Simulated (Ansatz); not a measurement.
```json
{"atom": "Ti", "x (Å)": "-0.0634", "y (Å)": "0.0600", "z (Å)": "0.0775"}
{"atom": "F", "x (Å)": "-0.4492", "y (Å)": "-0.2477", "z (Å)": "1.7547"}
{"atom": "F", "x (Å)": "1.5982", "y (Å)": "-0.0481", "z (Å)": "-0.4573"}
{"atom": "Cl", "x (Å)": "-1.3267", "y (Å)": "1.5302", "z (Å)": "-0.9479"}
{"atom": "F", "x (Å)": "-0.6469", "y (Å)": "-1.4167", "z (Å)": "-0.5985"}
{"atom": "O", "x (Å)": "0.9161", "y (Å)": "1.8356", "z (Å)": "1.1357"}
{"atom": "H", "x (Å)": "1.8673", "y (Å)": "1.8288", "z (Å)": "0.9667"}
{"atom": "H", "x (Å)": "0.8044", "y (Å)": "1.7528", "z (Å)": "2.0915"}
```

Theory: RKS PBE0/def2-SVP (Ansatz).

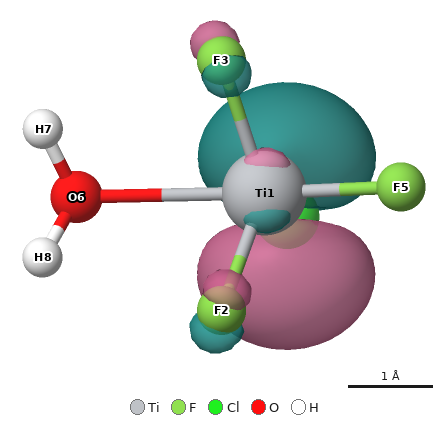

ClF$_{3}$H$_{2}$OTi. The HOMO−1 at ±0.15 Å⁻³ᐟ² (teal and pink are the two phases), seen from one side.

What is the character of this orbital?

Answer. By Hirshfeld shares it lies mainly on Cl4 (about 85 %) and Ti1 (about 10 %); largely a lone pair of Cl4. Its energy is −9.35 eV.
